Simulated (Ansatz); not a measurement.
Geometry relaxation, with input and output: LiBe₁₆ (part 3 of 3)

The same run, continued: LiBe₁₆ (defect cell, 17 atoms in the cell); DFT r2SCAN, scalar-relativistic, plane waves, PAW, no spin polarisation (Ansatz 0.2.0); cutoff 500 eV, 5×5×3 k-mesh, Gaussian smearing of 0.1 eV. It belongs to a series of runs on one base structure; here: end point A relaxed.

Geometry of the input (Å; fractional positions):
```
-2.2900  -3.9664  0.0000
3.4350  -1.9832  0.0000
0.0000  0.0000  7.1769
Be 0.7500  0.5000  0.0000
Be 0.5000  0.3333  0.2500
Be 0.7500  0.5000  0.5000
Be 0.5000  0.3333  0.7500
Be 0.5000  -0.0000  0.0000
Be 0.2500  0.8333  0.2500
Be 0.5000  -0.0000  0.5000
Be 0.2500  0.8333  0.7500
Be 0.2500  0.5000  0.0000
Be -0.0000  0.3333  0.2500
Be 0.2500  0.5000  0.5000
Be -0.0000  0.3333  0.7500
Be 0.0000  0.0000  0.0000
Be 0.7500  0.8333  0.2500
Be 0.0000  0.0000  0.5000
Be 0.7500  0.8333  0.7500
Li -0.0027  0.6788  0.6266
```

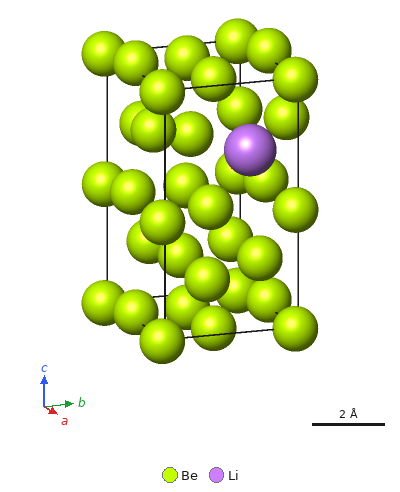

*The geometry at step 10 of the log (spheres-only view of the cell of the calculation, seen at an oblique angle).*

### Trajectory as extended XYZ, continued
```
17
Lattice="-2.2900 -3.9664 0.0000 3.4350 -1.9832 0.0000 0.0000 0.0000 7.1769" Properties=species:S:1:pos:R:3:forces:R:3 step=4 energy=-1692.62673 accepted=F
Be   -0.0375   -3.8934   -0.0931   -0.0878  -0.1294   0.2030
Be    0.0057   -2.6415    1.6402    0.0175  -0.0414   0.0377
Be   -0.0490   -3.8182    3.2803   -0.0172   0.1873   0.2486
Be    0.1047   -2.6990    5.2263    0.3695  -0.2580   0.3462
Be   -1.1300   -1.9862    0.1689    0.0305  -0.0483   0.0675
Be    2.2995   -2.7303    1.8356    0.1035   0.3098   0.0149
Be   -1.2185   -1.9374    3.8415   -0.4593   0.2344  -0.8649
Be    2.3380   -2.8197    5.7347   -0.0475  -0.6091  -0.3251
Be    1.0669   -1.9908   -0.0908    0.0757   0.1628   0.2004
Be    1.2187   -0.7040    1.5922    0.0637  -0.0357   0.7040
Be    1.0005   -2.0204    3.2838   -0.1633  -0.0547   0.2488
Be    0.8921   -0.5182    5.5128   -0.0293   0.0188  -0.5409
Be   -0.0745    0.0421    0.1323   -0.0911   0.0599  -0.2511
Be    1.2277   -4.5955    1.8400   -0.2086  -0.2276   0.0012
Be    0.2053   -0.1248    3.3491   -0.1402   0.0834   0.4895
Be    1.3269   -4.5840    5.7398    0.5162   0.3651  -0.3248
Li    2.3214   -1.3336    4.5650    0.0676  -0.0171  -0.2552
17
Lattice="-2.2900 -3.9664 0.0000 3.4350 -1.9832 0.0000 0.0000 0.0000 7.1769" Properties=species:S:1:pos:R:3:forces:R:3 step=5 energy=-1692.85532
Be   -0.0216   -3.9470   -0.0608   -0.0074   0.0324  -0.0068
Be   -0.0214   -2.6293    1.7031    0.0459  -0.0238  -0.0298
Be   -0.0629   -3.7997    3.3681   -0.0267   0.0913  -0.1608
Be    0.1205   -2.7145    5.2836   -0.0004  -0.0024  -0.0406
Be   -1.1130   -1.9986    0.1398   -0.0054   0.0058   0.0250
Be    2.2936   -2.6651    1.8272   -0.0037  -0.0084  -0.0157
Be   -1.2451   -1.9270    3.7153   -0.0048   0.0006   0.0340
Be    2.3454   -2.8738    5.6373    0.0537  -0.0695   0.1490
Be    1.1190   -1.9748   -0.0582   -0.0276  -0.0143  -0.0053
Be    1.1781   -0.6803    1.6927    0.0406  -0.0232  -0.1345
Be    0.9782   -2.0144    3.3741   -0.0829  -0.0296  -0.1500
Be    0.8987   -0.5232    5.4225   -0.0467   0.0290  -0.0086
Be   -0.0425    0.0247    0.0489   -0.0666   0.0388   0.1294
Be    1.1661   -4.6209    1.8301    0.0078   0.0042  -0.0117
Be    0.1869   -0.1141    3.4240    0.0028   0.0014  -0.1385
Be    1.3812   -4.5617    5.6450    0.1015  -0.0235   0.1641
Li    2.3366   -1.3351    4.5659    0.0198  -0.0089   0.2008
17
Lattice="-2.2900 -3.9664 0.0000 3.4350 -1.9832 0.0000 0.0000 0.0000 7.1769" Properties=species:S:1:pos:R:3:forces:R:3 step=6 energy=-1692.90978
Be   -0.0356   -3.9389   -0.0892   -0.0145  -0.0045   0.0145
Be   -0.0057   -2.6365    1.7010    0.0177  -0.0147   0.0090
Be   -0.0825   -3.8247    3.3568   -0.0426  -0.0289  -0.0066
Be    0.1556   -2.7352    5.2604    0.0141  -0.0127   0.0098
Be   -1.1133   -1.9950    0.1800    0.0276  -0.0140  -0.0052
Be    2.2828   -2.6668    1.8176    0.0030   0.0180  -0.0346
Be   -1.2542   -1.9245    3.7468   -0.0055   0.0071  -0.0091
Be    2.3675   -2.9144    5.6775    0.0417   0.0236  -0.0275
Be    1.1055   -1.9680   -0.0833    0.0097   0.0087   0.0222
Be    1.1692   -0.6753    1.6577   -0.0017  -0.0020  -0.0314
Be    0.9955   -1.9870    3.3660    0.0042   0.0457   0.0043
Be    0.8676   -0.5116    5.3676   -0.0122   0.0039  -0.1170
Be   -0.0595    0.0332    0.0440   -0.0165   0.0078   0.0379
Be    1.1634   -4.6117    1.8220   -0.0128  -0.0142  -0.0329
Be    0.1424   -0.0920    3.3789   -0.0733   0.0455  -0.0559
Be    1.4393   -4.5675    5.6915    0.0242  -0.0720  -0.0169
Li    2.3598   -1.3392    4.6630    0.0369   0.0028   0.2387
17
Lattice="-2.2900 -3.9664 0.0000 3.4350 -1.9832 0.0000 0.0000 0.0000 7.1769" Properties=species:S:1:pos:R:3:forces:R:3 step=7 energy=-1692.96826
Be   -0.0461   -3.9381   -0.1179    0.0018  -0.0239  -0.0215
Be   -0.0033   -2.6347    1.7259    0.0305  -0.0380   0.0459
Be   -0.1209   -3.8639    3.3674   -0.0059  -0.0755   0.0589
Be    0.2181   -2.7679    5.2429   -0.0287   0.0053   0.0165
Be   -1.1010   -1.9935    0.2166    0.0186   0.0030  -0.0086
Be    2.2510   -2.6527    1.7919    0.0100   0.0213  -0.0240
Be   -1.2664   -1.9206    3.7731    0.0178  -0.0066  -0.0777
Be    2.3996   -2.9622    5.7024   -0.0655   0.0537  -0.1489
Be    1.1018   -1.9616   -0.0972    0.0492   0.0058  -0.0093
Be    1.1409   -0.6591    1.6284   -0.0250   0.0095   0.0740
Be    1.0220   -1.9374    3.3844    0.0651   0.0344   0.0631
Be    0.8320   -0.5177    5.2565    0.0241  -0.0651  -0.0875
Be   -0.0680    0.0316    0.0233   -0.0284   0.0123   0.0131
Be    1.1366   -4.5924    1.7960   -0.0101  -0.0277  -0.0254
Be    0.0565   -0.0478    3.3256   -0.0615   0.0428   0.1126
Be    1.5481   -4.6071    5.7311    0.0313  -0.0543  -0.1351
Li    2.3970   -1.3299    4.8080   -0.0236   0.1032   0.1540
17
Lattice="-2.2900 -3.9664 0.0000 3.4350 -1.9832 0.0000 0.0000 0.0000 7.1769" Properties=species:S:1:pos:R:3:forces:R:3 step=9 energy=-1693.14649
Be   -0.0514   -3.9244   -0.1577   -0.0059   0.0633   0.1525
Be   -0.0033   -2.6389    1.7699   -0.0098   0.0258  -0.0130
Be   -0.1762   -3.9119    3.3922    0.0353   0.0973   0.0261
Be    0.2975   -2.7781    5.2188    0.0351   0.1100  -0.0430
Be   -1.0818   -1.9672    0.2293   -0.0809   0.0493  -0.0838
Be    2.2189   -2.6303    1.7660    0.0330  -0.0012   0.0586
Be   -1.2607   -1.9348    3.7414    0.0298  -0.0209  -0.0239
Be    2.3245   -2.9710    5.6379   -0.3303   0.1503  -0.2058
Be    1.1212   -1.9531   -0.0891   -0.0066  -0.0227  -0.0222
Be    1.0861   -0.6389    1.6240   -0.0475   0.0102   0.0677
Be    1.0985   -1.8967    3.4363   -0.0655  -0.2062  -0.1232
Be    0.7319   -0.6180    5.1208    0.0779  -0.2427   0.2153
Be   -0.0931    0.0242   -0.0199    0.0009  -0.0191   0.0725
Be    1.0969   -4.5934    1.7648    0.0204  -0.0028   0.0285
Be   -0.0742    0.0091    3.3434    0.1246  -0.0518   0.1120
Be    1.8113   -4.7448    5.7273    0.2878  -0.4110  -0.1743
Li    2.4517   -1.1867    5.0531   -0.0986   0.4735  -0.0411
17
Lattice="-2.2900 -3.9664 0.0000 3.4350 -1.9832 0.0000 0.0000 0.0000 7.1769" Properties=species:S:1:pos:R:3:forces:R:3 step=10 energy=-1693.34223
Be   -0.0561   -3.8871   -0.1294   -0.0254   0.0134   0.2083
Be   -0.0077   -2.6503    1.7606   -0.0354   0.1136  -0.0216
Be   -0.2057   -3.9031    3.3910    0.0430   0.0460   0.1305
Be    0.3311   -2.7421    5.1998    0.0208   0.0583  -0.1350
Be   -1.1007   -1.9317    0.2171   -0.1792  -0.0734  -0.2637
Be    2.2156   -2.6338    1.7798    0.0796  -0.0096  -0.0451
Be   -1.2548   -1.9477    3.7153    0.0287   0.0112  -0.0211
Be    2.2338   -2.9445    5.5719    0.0994   0.0409  -0.1726
Be    1.1425   -1.9509   -0.0805   -0.1439   0.0726  -0.0654
Be    1.0634   -0.6489    1.6272   -0.0155   0.0192   0.1482
Be    1.1212   -1.9238    3.4280   -0.0500  -0.0654   0.0393
Be    0.6826   -0.7014    5.1003   -0.1796  -0.3941   0.4283
Be   -0.0975    0.0182   -0.0314    0.0212   0.0344   0.0637
Be    1.0910   -4.6137    1.7757    0.0066   0.0507   0.0029
Be   -0.1040    0.0069    3.3954    0.0707   0.0358  -0.1187
Be    1.9719   -4.8538    5.6987   -0.1732  -0.2451  -0.2541
Li    2.4712   -1.0472    5.1391    0.4321   0.2916   0.0761
17
Lattice="-2.2900 -3.9664 0.0000 3.4350 -1.9832 0.0000 0.0000 0.0000 7.1769" Properties=species:S:1:pos:R:3:forces:R:3 step=11 energy=-1693.41548
Be   -0.0762   -3.8456   -0.0672   -0.0367  -0.1524   0.1564
Be   -0.0263   -2.6333    1.7400   -0.0706   0.1394   0.0613
Be   -0.2178   -3.8777    3.4052    0.0353  -0.1196   0.2356
Be    0.3611   -2.7156    5.1647   -0.2609  -0.2850  -0.2199
Be   -1.1611   -1.9071    0.1647   -0.1861  -0.2553  -0.1976
Be    2.2203   -2.6351    1.7771    0.0230   0.0276  -0.1671
Be   -1.2356   -1.9541    3.6822    0.0230   0.0248  -0.0046
Be    2.1588   -2.9302    5.4948    0.8104   0.1504  -0.0184
Be    1.1290   -1.9340   -0.0940   -0.0938   0.0617  -0.0338
Be    1.0463   -0.6522    1.6548    0.0768   0.0232   0.1390
Be    1.1420   -1.9581    3.4225    0.0130   0.1264   0.0756
Be    0.6382   -0.8330    5.1493    0.0619   0.1505   0.2545
Be   -0.1092    0.0205   -0.0305    0.1288   0.1226  -0.0150
Be    1.0874   -4.6133    1.7929   -0.0655   0.0287  -0.0460
Be   -0.1026    0.0011    3.4381    0.0273   0.0467   0.0145
Be    2.1097   -4.9827    5.6486   -0.9089   0.0363  -0.3348
Li    2.5338   -0.9044    5.2152    0.4229  -0.1258   0.1003
17
Lattice="-2.2900 -3.9664 0.0000 3.4350 -1.9832 0.0000 0.0000 0.0000 7.1769" Properties=species:S:1:pos:R:3:forces:R:3 step=12 energy=-1693.53706
Be   -0.2038   -3.8844   -0.0494    0.1184   0.0391   0.0228
Be   -0.1201   -2.5686    1.7650    0.1723  -0.2403  -0.1275
Be   -0.2122   -3.8595    3.4679   -0.1352   0.0742  -0.0734
Be    0.4581   -2.8021    5.1579    0.2190   0.0483   0.2328
Be   -1.3244   -1.9916    0.0859   -0.0213   0.3839  -0.0233
Be    2.1876   -2.6257    1.7196    0.0525  -0.0222   0.2492
Be   -1.2520   -1.9045    3.6398   -0.1999  -0.1075  -0.0483
Be    2.3302   -2.8909    5.4855   -0.3365  -0.0489  -0.2678
Be    1.0722   -1.9670   -0.0846    0.0065   0.0246   0.0117
Be    1.0380   -0.6239    1.7079   -0.0806  -0.0452  -0.0507
Be    1.1770   -1.9095    3.4338   -0.0337  -0.1400  -0.0224
Be    0.7806   -0.8836    5.2620   -0.2747   0.1461  -0.0758
Be   -0.0961    0.0365   -0.0275   -0.0523  -0.1380   0.0339
Be    1.0069   -4.5912    1.7967    0.0086  -0.0681  -0.0647
Be   -0.0660   -0.0143    3.4855   -0.0142   0.0531   0.0232
Be    2.1011   -4.9780    5.4762    0.6392   0.0465   0.0003
Li    2.6206   -0.8968    5.2362   -0.0685  -0.0054   0.1798
17
Lattice="-2.2900 -3.9664 0.0000 3.4350 -1.9832 0.0000 0.0000 0.0000 7.1769" Properties=species:S:1:pos:R:3:forces:R:3 step=14 energy=-1693.66231
Be   -0.2379   -3.8621   -0.0278    0.0059   0.0095  -0.0002
Be   -0.1449   -2.5973    1.7431    0.0217  -0.0173  -0.0066
Be   -0.2383   -3.8581    3.5128   -0.0139  -0.0018  -0.0148
Be    0.5899   -2.8714    5.3140    0.0111  -0.0134   0.0202
Be   -1.3864   -1.9180   -0.0260    0.0123   0.0276   0.0051
Be    2.1732   -2.6310    1.7422   -0.0062  -0.0012  -0.0054
Be   -1.3836   -1.9118    3.5265    0.0108  -0.0104  -0.0036
Be    2.3965   -2.8795    5.3395    0.0126   0.0112   0.0086
Be    1.0993   -1.9343   -0.0286    0.0160  -0.0016   0.0120
Be    1.0066   -0.6379    1.7389   -0.0125  -0.0033   0.0128
Be    1.1122   -1.9303    3.4974   -0.0077   0.0141   0.0018
Be    0.8212   -0.8742    5.3245   -0.0086   0.0114  -0.0054
Be   -0.0886    0.0030   -0.0258   -0.0107  -0.0019   0.0003
Be    0.9662   -4.6055    1.7462   -0.0071  -0.0104   0.0005
Be   -0.0862   -0.0002    3.5106   -0.0149   0.0021  -0.0130
Be    2.2163   -4.9470    5.3421    0.0028  -0.0142  -0.0132
Li    2.6823   -0.8993    5.3291   -0.0114  -0.0004   0.0007
17
Lattice="-2.2900 -3.9664 0.0000 3.4350 -1.9832 0.0000 0.0000 0.0000 7.1769" Properties=species:S:1:pos:R:3:forces:R:3 step=15 energy=-1693.66231
Be   -0.2379   -3.8621   -0.0278    0.0059   0.0095  -0.0002
Be   -0.1449   -2.5973    1.7431    0.0217  -0.0173  -0.0066
Be   -0.2383   -3.8581    3.5128   -0.0139  -0.0018  -0.0148
Be    0.5899   -2.8714    5.3140    0.0111  -0.0134   0.0202
Be   -1.3864   -1.9180   -0.0260    0.0122   0.0276   0.0051
Be    2.1732   -2.6310    1.7422   -0.0062  -0.0012  -0.0054
Be   -1.3836   -1.9118    3.5265    0.0108  -0.0104  -0.0036
Be    2.3965   -2.8795    5.3395    0.0126   0.0112   0.0087
Be    1.0993   -1.9343   -0.0286    0.0160  -0.0016   0.0120
Be    1.0066   -0.6379    1.7389   -0.0125  -0.0033   0.0128
Be    1.1122   -1.9303    3.4974   -0.0077   0.0141   0.0018
Be    0.8212   -0.8742    5.3245   -0.0086   0.0114  -0.0054
Be   -0.0886    0.0030   -0.0258   -0.0107  -0.0019   0.0003
Be    0.9662   -4.6055    1.7462   -0.0071  -0.0104   0.0005
Be   -0.0862   -0.0002    3.5106   -0.0148   0.0021  -0.0130
Be    2.2163   -4.9470    5.3421    0.0028  -0.0142  -0.0132
Li    2.6823   -0.8993    5.3291   -0.0114  -0.0004   0.0007
```

### Results in brief

- outcome: converged
- electrons treated: 35
- free energy: −1693.6623 eV
- Fermi energy: 8.404 eV
- final volume: 130.38 Å³
- largest force (length of the vector) at the end: 0.031 eV/Å
- hardware: 2 threads of Arm Neoverse V2, 24 GiB of memory available, shared host
- wall time: 5.4 min (CPU time 11 min)
- peak memory: 0.72 GiB
